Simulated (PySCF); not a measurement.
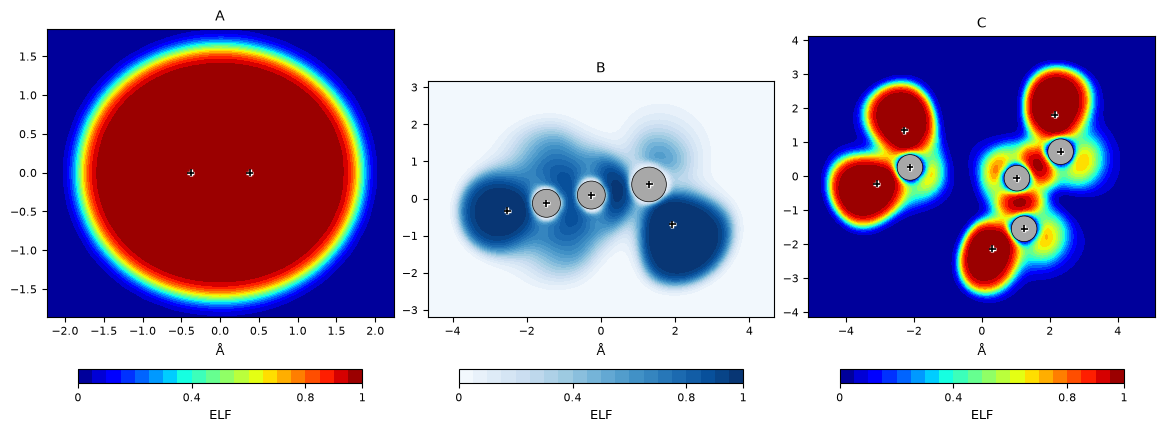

The electron localisation function of 3 systems, each on a plane through atoms (crosses mark nuclei in the plane; grey discs cover the cores).

Computed with DFT single point, gas phase, functional wB97X in PySCF 2.14.0, density-fitted response routines.

System 1: C2H4B (SMILES [BH3-]C#C) (charge −1), the plane of atoms C2, B1 and H4. Geometry: PBE0-D3(BJ)/ma-def2-SVP.

```xyz
7

B    -1.1280   -0.1651   -0.1725
C     0.4304   -0.0947    0.0831
C     1.6428   -0.0401    0.2820
H    -1.7218   -0.4251    0.8894
H    -1.5374    0.9263   -0.6074
H     2.7014    0.0073    0.4560
H    -1.3828   -1.0532   -1.0057
```

System 2: C8H16 (charge +1, doublet), the plane of atoms C2, C1 and H10. Geometry: PBE0-D3(BJ)/def2-SVP.

```xyz
24

C    -1.3583   -1.1665   -0.6687
C    -0.9440    0.0828    0.0591
C    -2.1099    0.8959    0.5477
C     0.0674    1.0109   -0.8089
C     1.3384    0.3653   -1.2290
C     2.2169   -0.0039   -0.0271
C     1.3624   -0.8809    0.8967
C     0.0903   -0.2123    1.2759
H    -1.9924   -0.9088   -1.5324
H    -0.5159   -1.7699   -1.0286
H    -1.9802   -1.7976   -0.0135
H    -2.7611    1.1805   -0.2948
H    -1.7956    1.8090    1.0721
H    -2.7383    0.2985    1.2282
H     0.2266    1.9474   -0.2566
H    -0.6228    1.2023   -1.6577
H     1.9105    1.1031   -1.8308
H     1.1621   -0.5025   -1.8817
H     2.5310    0.9085    0.5041
H     3.1259   -0.5308   -0.3464
H     1.9519   -1.0393    1.8247
H     1.1893   -1.8763    0.4614
H    -0.5835   -0.8674    1.8679
H     0.2489    0.7281    1.8218
```

System 3: H2 (hydrogen molecule), a plane that holds the molecular axis. Geometry: PBE0-D3(BJ)/ma-def2-SVP.

```yaml
atoms:
  - { symbol: H, position_ang: [0.3713, 0.0620, -0.0866] }
  - { symbol: H, position_ang: [-0.3658, -0.0595, 0.0583] }
```

### Which map belongs to which system?

Panel A is system 3, H2: the plane holds H. H–H (0.76 Å): the ELF is about 1 at the midpoint. Panel B is system 1, C2H4B: the plane holds B, C and H. C–C (1.23 Å): the ELF peaks at about 0.90 between the atoms (a multiple bond). Panel C is system 2, C8H16: the plane holds C and H. C–C (1.50 Å): the ELF peaks at about 0.95 between the atoms: localised, covalent bonding.
